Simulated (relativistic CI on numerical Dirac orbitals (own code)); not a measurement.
**Co²⁺: one ion under different settings**

How much do the settings matter for Co²⁺? One ion, several inputs.

Method: Dirac-Coulomb-Breit CI, KLI orbitals optimised for each configuration, model QED (radiative potential, 1s self-energy scaled to tabulated hydrogen-like ionisation energies), numerical settings as typed. Code: relativistic CI on numerical Dirac orbitals (own code) version 3.

## (1) Starting point

- ion: Co²⁺ (Co III)
- nuclear charge: 27
- electrons: 25
- isotope: A = 59

## (2) Usual settings

Input settings:

```ini
atom Co  Z=27  charge=2  electrons=25
nucleus A=59  rms_radius_fm=3.7875
hamiltonian dirac-coulomb  breit=on  qed=on  c_scale=1
orbitals kli  potential=per-configuration
slater_scale 1
correlation none
mixing on
grid step=0.0125 r_max=49.7
scf mixing=0.4 start=green max_iterations=150 tolerance=2e-08 node_fill=0.05
configurations
  [Ar] 3d7
  [Ar] 3d6 4s
end
```

Started as:

```bash
python run_levels.py task.json out
```

task.json lists these runs, among others, and the program works through them in turn.

Main fields of the result record, rounded:

```text
status: converged
levels [i, E_cm, J2, conf, term, w_term, w_jj]:
  - [0, 0, 9, "3d7", "4F", 0.9982, 0.5181]
  - [1, 809.0217, 7, "3d7", "4F", 0.9995, 0.8158]
  - [2, 1403.5411, 5, "3d7", "4F", 0.9992, 0.7176]
  - [3, 1812.0675, 3, "3d7", "4F", 0.9983, 0.3579]
  - [4, 19149.002, 9, "3d7", "2G", 0.9845, 0.4332]
  - [5, 19243.824, 5, "3d7", "4P", 0.9974, 0.6026]
  - [6, 19500.761, 3, "3d7", "4P", 0.9732, 0.4241]
  - [7, 19833.305, 1, "3d7", "4P", 0.9896, 0.5667]
  - [8, 19899.346, 7, "3d7", "2G", 0.999, 0.5031]
  - [9, 25422.99, 3, "3d7", "2P", 0.8655, 0.556]
  - [10, 25449.366, 11, "3d7", "2H", 0.9999, 0.9999]
  - [11, 26117.111, 9, "3d7", "2H", 0.9863, 0.6331]
  - [12, 26208.268, 1, "3d7", "2P", 0.9897, 0.5667]
  - [13, 27661.257, 5, "3d7", "2D", 0.9967, 0.4897]
  - "... 16 more rows left out ..."
total_energy [Ha]: -1390.3887458
n_levels_all: 82
overlap: 2.47945e-12
scf_iterations: [12, 12]
orbital_energies [Ha]: {"1s": -279.711, "2s": -34.0103, "2p1/2": -29.6341, "2p3/2": -29.0899, "3s": -4.80545, "3p1/2": -3.49643, "3p3/2": -3.42985, "3d3/2": -1.32409, "3d5/2": -1.31685}
configurations [conf, odd, states, E_av_Ha, breit_Ha, qed_Ha]:
  - ["3d7", 0, 120, -1391.164804, 0.5311, 0.3561]
  - ["3d6 4s", 0, 420, -1390.913979, 0.5317, 0.3564]
scf_steps of the first configuration [iteration, E_Ha, residual, outer_eigenvalue_Ha]:
  - [1, -1382.567744, 1.71, -3.328]
  - [2, -1390.547237, 0.507, -1.761]
  - [3, -1391.098621, 0.0752, -1.299]
  - [4, -1391.137507, 0.0978, -1.418]
  - [5, -1391.16435, 0.0218, -1.339]
  - [6, -1391.164737, 0.000942, -1.316]
  - [7, -1391.164727, 0.00135, -1.315]
  - [8, -1391.164804, 1.37e-05, -1.317]
  - [9, -1391.164806, 3.81e-05, -1.317]
  - [10, -1391.164804, 1.54e-07, -1.317]
  - [11, -1391.164804, 4.78e-08, -1.317]
  - [12, -1391.164804, 1.36e-09, -1.317]
```

It took 0.12 s on 1 thread, shared host.

## (3) Slater scale 0.5, node fill 0

Input settings:

```ini
atom Co  Z=27  charge=2  electrons=25
nucleus A=59  rms_radius_fm=3.7875
hamiltonian dirac-coulomb  breit=on  qed=on  c_scale=1
orbitals kli  potential=per-configuration
slater_scale 0.5
correlation none
mixing on
grid step=0.0125 r_max=49.7
scf mixing=0.4 start=green max_iterations=150 tolerance=2e-08 node_fill=0
configurations
  [Ar] 3d7
  [Ar] 3d6 4s
end
```

Results of the run:

```text
status: converged
levels [i, E_cm, J2, conf, term, w_term]:
  - [0, 0, 9, "3d7", "4F", 0.994]
  - [1, 805.40322, 7, "3d7", "4F", 0.9984]
  - [2, 1371.598, 5, "3d7", "4F", 0.9969]
  - [3, 1750.5986, 3, "3d7", "4F", 0.994]
  - [4, 9797.8078, 9, "3d7", "2G", 0.9541]
  - [5, 9935.7685, 5, "3d7", "4P", 0.9918]
  - [6, 10075.926, 3, "3d7", "4P", 0.9065]
  - [7, 10494.778, 1, "3d7", "4P", 0.9653]
  - "... 22 more rows left out ..."
total_energy [Ha]: -1390.3345444
n_levels_all: 82
overlap: 2.48738e-12
scf_iterations: [12, 12]
orbital_energies [Ha]: {"1s": -279.886, "2s": -34.0745, "2p1/2": -29.7059, "2p3/2": -29.1608, "3s": -4.81782, "3p1/2": -3.5096, "3p3/2": -3.44283, "3d3/2": -1.33614, "3d5/2": -1.32882}
configurations [conf, odd, states, E_av_Ha, breit_Ha, qed_Ha]:
  - ["3d7", 0, 120, -1391.164636, 0.5316, 0.3561]
  - ["3d6 4s", 0, 420, -1390.913882, 0.5322, 0.3565]
scf_steps of the first configuration [iteration, E_Ha, residual, outer_eigenvalue_Ha]:
  - [1, -1382.567744, 1.7, -3.328]
  - [2, -1390.522313, 0.501, -1.77]
  - [3, -1391.105493, 0.074, -1.311]
  - [4, -1391.130149, 0.0965, -1.428]
  - [5, -1391.162949, 0.0207, -1.35]
  - [6, -1391.164638, 0.000849, -1.328]
  - [7, -1391.164643, 0.00115, -1.328]
  - [8, -1391.164636, 4.38e-05, -1.329]
  - [9, -1391.164636, 2.89e-05, -1.329]
  - [10, -1391.164636, 4.68e-07, -1.329]
  - [11, -1391.164636, 2.58e-08, -1.329]
  - [12, -1391.164636, 4.93e-10, -1.329]
```

It took 0.12 s on 1 thread, shared host.

## (4) Breit term off, Slater scale 0.6

Input settings:

```ini
atom Co  Z=27  charge=2  electrons=25
nucleus A=59  rms_radius_fm=3.7875
hamiltonian dirac-coulomb  breit=off  qed=on  c_scale=1
orbitals kli  potential=per-configuration
slater_scale 0.6
correlation none
mixing on
grid step=0.0125 r_max=49.7
scf mixing=0.4 start=green max_iterations=150 tolerance=2e-08 node_fill=0.05
configurations
  [Ar] 3d7
  [Ar] 3d6 4s
end
```

Results of the run:

```text
status: converged
levels [i, E_cm, J2, conf, term, w_term]:
  - [0, 0, 9, "3d7", "4F", 0.9945]
  - [1, 852.46132, 7, "3d7", "4F", 0.9985]
  - [2, 1459.9804, 5, "3d7", "4F", 0.9973]
  - [3, 1868.455, 3, "3d7", "4F", 0.9947]
  - [4, 11673.374, 9, "3d7", "2G", 0.9573]
  - [5, 11755.181, 5, "3d7", "4P", 0.9926]
  - [6, 11922.799, 3, "3d7", "4P", 0.9171]
  - [7, 12382.539, 1, "3d7", "4P", 0.9689]
  - "... 22 more rows left out ..."
total_energy [Ha]: -1390.8771086
n_levels_all: 82
overlap: 2.47945e-12
scf_iterations: [12, 12]
orbital_energies [Ha]: {"1s": -279.711, "2s": -34.0103, "2p1/2": -29.6341, "2p3/2": -29.0899, "3s": -4.80545, "3p1/2": -3.49643, "3p3/2": -3.42985, "3d3/2": -1.32409, "3d5/2": -1.31685}
configurations [conf, odd, states, E_av_Ha, breit_Ha, qed_Ha]:
  - ["3d7", 0, 120, -1391.164804, 0, 0.3561]
  - ["3d6 4s", 0, 420, -1390.913979, 0, 0.3564]
scf_steps of the first configuration [iteration, E_Ha, residual, outer_eigenvalue_Ha]:
  - [1, -1382.567744, 1.71, -3.328]
  - [2, -1390.547237, 0.507, -1.761]
  - [3, -1391.098621, 0.0752, -1.299]
  - [4, -1391.137507, 0.0978, -1.418]
  - [5, -1391.16435, 0.0218, -1.339]
  - [6, -1391.164737, 0.000942, -1.316]
  - [7, -1391.164727, 0.00135, -1.315]
  - [8, -1391.164804, 1.37e-05, -1.317]
  - [9, -1391.164806, 3.81e-05, -1.317]
  - [10, -1391.164804, 1.54e-07, -1.317]
  - [11, -1391.164804, 4.78e-08, -1.317]
  - [12, -1391.164804, 1.36e-09, -1.317]
```

Wall time 0.11 s (1 thread, shared host).

## (5) QED terms off

The settings differ from step 4 so:

```diff
@@ -2,5 +2,5 @@
 nucleus A=59  rms_radius_fm=3.7875
-hamiltonian dirac-coulomb  breit=off  qed=on  c_scale=1
+hamiltonian dirac-coulomb  breit=on  qed=off  c_scale=1
 orbitals kli  potential=per-configuration
-slater_scale 0.6
+slater_scale 1
 correlation none
```

Results of the run:

```text
status: converged
levels [i, E_cm, J2, conf, term, w_term]:
  - [0, 0, 9, "3d7", "4F", 0.9982]
  - [1, 805.51606, 7, "3d7", "4F", 0.9995]
  - [2, 1397.5639, 5, "3d7", "4F", 0.9992]
  - [3, 1804.4395, 3, "3d7", "4F", 0.9984]
  - [4, 19147.238, 9, "3d7", "2G", 0.9847]
  - [5, 19241.549, 5, "3d7", "4P", 0.9974]
  - [6, 19497.857, 3, "3d7", "4P", 0.9734]
  - [7, 19828.405, 1, "3d7", "4P", 0.9897]
  - "... 22 more rows left out ..."
total_energy [Ha]: -1390.7448019
n_levels_all: 82
overlap: 2.47945e-12
scf_iterations: [12, 12]
orbital_energies [Ha]: {"1s": -279.711, "2s": -34.0103, "2p1/2": -29.6341, "2p3/2": -29.0899, "3s": -4.80545, "3p1/2": -3.49643, "3p3/2": -3.42985, "3d3/2": -1.32409, "3d5/2": -1.31685}
configurations [conf, odd, states, E_av_Ha, breit_Ha, qed_Ha]:
  - ["3d7", 0, 120, -1391.164804, 0.5311, 0]
  - ["3d6 4s", 0, 420, -1390.913979, 0.5317, 0]
scf_steps of the first configuration [iteration, E_Ha, residual, outer_eigenvalue_Ha]:
  - [1, -1382.567744, 1.71, -3.328]
  - [2, -1390.547237, 0.507, -1.761]
  - [3, -1391.098621, 0.0752, -1.299]
  - [4, -1391.137507, 0.0978, -1.418]
  - [5, -1391.16435, 0.0218, -1.339]
  - [6, -1391.164737, 0.000942, -1.316]
  - [7, -1391.164727, 0.00135, -1.315]
  - [8, -1391.164804, 1.37e-05, -1.317]
  - [9, -1391.164806, 3.81e-05, -1.317]
  - [10, -1391.164804, 1.54e-07, -1.317]
  - [11, -1391.164804, 4.78e-08, -1.317]
  - [12, -1391.164804, 1.36e-09, -1.317]
```

Wall time 0.084 s (1 thread, shared host).

## (6) Breit term off

The settings differ from step 5 so:

```diff
@@ -2,3 +2,3 @@
 nucleus A=59  rms_radius_fm=3.7875
-hamiltonian dirac-coulomb  breit=on  qed=off  c_scale=1
+hamiltonian dirac-coulomb  breit=off  qed=on  c_scale=1
 orbitals kli  potential=per-configuration
```

Results of the run:

```text
status: converged
levels [i, E_cm, J2, conf, term, w_term]:
  - [0, 0, 9, "3d7", "4F", 0.9978]
  - [1, 845.14596, 7, "3d7", "4F", 0.9994]
  - [2, 1468.7663, 5, "3d7", "4F", 0.999]
  - [3, 1897.6894, 3, "3d7", "4F", 0.998]
  - [4, 19177.007, 9, "3d7", "2G", 0.9813]
  - [5, 19221.012, 5, "3d7", "4P", 0.9969]
  - [6, 19485.23, 3, "3d7", "4P", 0.9679]
  - [7, 19866.963, 1, "3d7", "4P", 0.9876]
  - "... 22 more rows left out ..."
total_energy [Ha]: -1390.9199825
n_levels_all: 82
overlap: 2.47945e-12
scf_iterations: [12, 12]
orbital_energies [Ha]: {"1s": -279.711, "2s": -34.0103, "2p1/2": -29.6341, "2p3/2": -29.0899, "3s": -4.80545, "3p1/2": -3.49643, "3p3/2": -3.42985, "3d3/2": -1.32409, "3d5/2": -1.31685}
configurations [conf, odd, states, E_av_Ha, breit_Ha, qed_Ha]:
  - ["3d7", 0, 120, -1391.164804, 0, 0.3561]
  - ["3d6 4s", 0, 420, -1390.913979, 0, 0.3564]
scf_steps of the first configuration [iteration, E_Ha, residual, outer_eigenvalue_Ha]:
  - [1, -1382.567744, 1.71, -3.328]
  - [2, -1390.547237, 0.507, -1.761]
  - [3, -1391.098621, 0.0752, -1.299]
  - [4, -1391.137507, 0.0978, -1.418]
  - [5, -1391.16435, 0.0218, -1.339]
  - [6, -1391.164737, 0.000942, -1.316]
  - [7, -1391.164727, 0.00135, -1.315]
  - [8, -1391.164804, 1.37e-05, -1.317]
  - [9, -1391.164806, 3.81e-05, -1.317]
  - [10, -1391.164804, 1.54e-07, -1.317]
  - [11, -1391.164804, 4.78e-08, -1.317]
  - [12, -1391.164804, 1.36e-09, -1.317]
```

Run time: 0.11 s. Hardware: 1 thread, shared host.

## (7) Node fill 5

Input settings:

```ini
atom Co  Z=27  charge=2  electrons=25
nucleus A=59  rms_radius_fm=3.7875
hamiltonian dirac-coulomb  breit=on  qed=on  c_scale=1
orbitals kli  potential=per-configuration
slater_scale 1
correlation none
mixing on
grid step=0.0125 r_max=49.7
scf mixing=0.4 start=green max_iterations=96 tolerance=2e-08 node_fill=5
configurations
  [Ar] 3d7
  [Ar] 3d6 4s
end
```

Results of the run:

```text
status: converged
levels [i, E_cm, J2, conf, term, w_term]:
  - [0, 0, 9, "3d7", "4F", 0.9963]
  - [1, 1054.8692, 7, "3d7", "4F", 0.9988]
  - [2, 1815.8542, 5, "3d7", "4F", 0.9981]
  - [3, 2332.3846, 3, "3d7", "4F", 0.9964]
  - [4, 17660.428, 9, "3d7", "2G", 0.971]
  - [5, 17837.469, 5, "3d7", "4P", 0.9937]
  - [6, 18102.129, 3, "3d7", "4P", 0.9443]
  - [7, 18605.53, 1, "3d7", "4P", 0.9782]
  - "... 22 more rows left out ..."
total_energy [Ha]: -1390.1411558
n_levels_all: 82
overlap: 1.15372e-12
scf_iterations: [14, 12]
orbital_energies [Ha]: {"1s": -276.883, "2s": -33.0391, "2p1/2": -28.496, "2p3/2": -27.97, "3s": -4.55154, "3p1/2": -3.24287, "3p3/2": -3.17949, "3d3/2": -1.13757, "3d5/2": -1.13143}
configurations [conf, odd, states, E_av_Ha, breit_Ha, qed_Ha]:
  - ["3d7", 0, 120, -1390.912797, 0.5205, 0.3545]
  - ["3d6 4s", 0, 420, -1390.662383, 0.5209, 0.3548]
scf_steps of the first configuration [iteration, E_Ha, residual, outer_eigenvalue_Ha]:
  - [1, -1382.567744, 2.01, -3.328]
  - [2, -1390.988628, 0.585, -1.568]
  - [3, -1390.651309, 0.0985, -1.113]
  - [4, -1391.086874, 0.127, -1.247]
  - [5, -1390.954851, 0.0305, -1.159]
  - [6, -1390.917909, 0.00356, -1.135]
  - [7, -1390.907891, 0.00331, -1.128]
  - [8, -1390.91259, 0.000148, -1.131]
  - [9, -1390.912802, 5.29e-06, -1.131]
  - [10, -1390.91281, 9.72e-06, -1.131]
  - [11, -1390.912799, 1.22e-06, -1.131]
  - [12, -1390.912797, 1.26e-07, -1.131]
  - [13, -1390.912797, 2.07e-08, -1.131]
  - [14, -1390.912797, 3.72e-10, -1.131]
```

Run time: 0.12 s. Hardware: 1 thread, shared host.

This setting is unsound; the numbers are not properties of the ion.

## (8) Speed-of-light factor 0.4

Input settings:

```ini
atom Co  Z=27  charge=2  electrons=25
nucleus A=59  rms_radius_fm=3.7875
hamiltonian dirac-coulomb  breit=on  qed=on  c_scale=0.4
orbitals kli  potential=per-configuration
slater_scale 1
correlation none
mixing on
grid step=0.0125 r_max=49.7
scf mixing=0.4 start=green max_iterations=56 tolerance=2e-08 node_fill=0.05
configurations
  [Ar] 3d7
  [Ar] 3d6 4s
end
```

Results of the run:

```text
status: converged
levels [i, E_cm, J2, conf, term, w_term]:
  - [0, 0, 9, "3d7", "4F", 0.955]
  - [1, 4964.6993, 7, "3d7", "4F", 0.9863]
  - [2, 7782.7098, 5, "3d7", "4F", 0.9602]
  - [3, 9479.8912, 3, "3d7", "4F", 0.9287]
  - [4, 12531.065, 9, "3d6 4s", "6D", 0.9648]
  - [5, 15887.883, 7, "3d6 4s", "6D", 0.972]
  - [6, 17737.035, 5, "3d6 4s", "6D", 0.9325]
  - [7, 18897.476, 3, "3d6 4s", "6D", 0.7401]
  - "... 22 more rows left out ..."
total_energy [Ha]: -1450.8838187
n_levels_all: 82
overlap: 1.61876e-12
scf_iterations: [12, 13]
orbital_energies [Ha]: {"1s": -296.121, "2s": -37.5571, "2p1/2": -32.5298, "2p3/2": -28.6844, "3s": -5.37301, "3p1/2": -3.89874, "3p3/2": -3.41726, "3d3/2": -1.2967, "3d5/2": -1.25434}
configurations [conf, odd, states, E_av_Ha, breit_Ha, qed_Ha]:
  - ["3d7", 0, 120, -1455.019993, 3.532, 0.7322]
  - ["3d6 4s", 0, 420, -1454.878614, 3.536, 0.7329]
scf_steps of the first configuration [iteration, E_Ha, residual, outer_eigenvalue_Ha]:
  - [1, -1443.428541, 2.04, -3.366]
  - [2, -1454.132458, 0.63, -1.674]
  - [3, -1454.916392, 0.112, -1.221]
  - [4, -1454.976072, 0.122, -1.367]
  - [5, -1455.01878, 0.0296, -1.284]
  - [6, -1455.019804, 0.00279, -1.252]
  - [7, -1455.019902, 0.00151, -1.253]
  - [8, -1455.019998, 8.51e-05, -1.254]
  - [9, -1455.019994, 1.11e-05, -1.254]
  - [10, -1455.019993, 5.43e-07, -1.254]
  - [11, -1455.019993, 1e-07, -1.254]
  - [12, -1455.019993, 2.51e-09, -1.254]
```

It took 0.12 s on 1 thread, shared host.

This setting is unsound; the numbers are not properties of the ion.

With a scaled speed of light this is not the real ion; the QED potentials keep the true α and change only through the orbitals.

## (9) Comparison

| setting | total energy less usual (Ha) | largest shift of a level among the lowest eight of both runs, same label and place (cm⁻¹) | SCF iterations | time | lowest level | kind of change |
| --- | --- | --- | --- | --- | --- | --- |
| usual | 0 | 0 | 24 | 0.12 s | 3d7 4F9/2 | - |
| Slater scale 0.5, node fill 0 | 0.0542 | 9420 | 24 | 0.12 s | 3d7 4F9/2 | model term |
| Breit term off, Slater scale 0.6 | -0.488 | 7580 | 24 | 0.11 s | 3d7 4F9/2 | model term |
| QED terms off | -0.356 | 7.63 | 24 | 0.084 s | 3d7 4F9/2 | model term |
| Breit term off | -0.531 | 85.6 | 24 | 0.11 s | 3d7 4F9/2 | model term |
| node fill 5 | 0.248 | 1490 | 26 | 0.12 s | 3d7 4F9/2 | unsound |
| speed-of-light factor 0.4 | -60.5 | 7670 | 25 | 0.12 s | 3d7 4F9/2 | unsound |

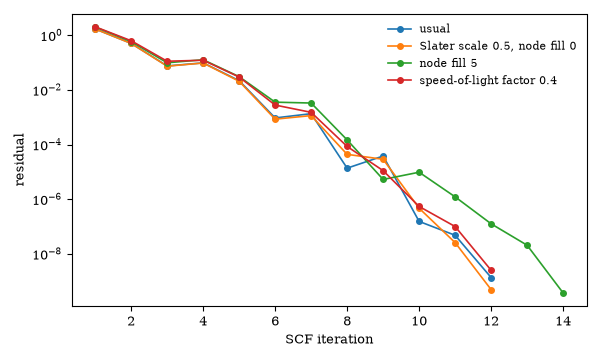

Residual of the first configuration's SCF.

## (10) Outcome

```
                    quantity          value
lowest level, usual settings      3d7 4F9/2
                total energy  -1390.3887 Ha
            first excitation     809.0 cm⁻¹
```

Among the runs whose levels can be followed, they move most under «Slater scale 0.5, node fill 0» (model term), by up to 9420 cm⁻¹. Only the listed configurations are in the model. In a near-neutral ion this small CI can misplace whole configurations by 10,000 cm⁻¹ or more.
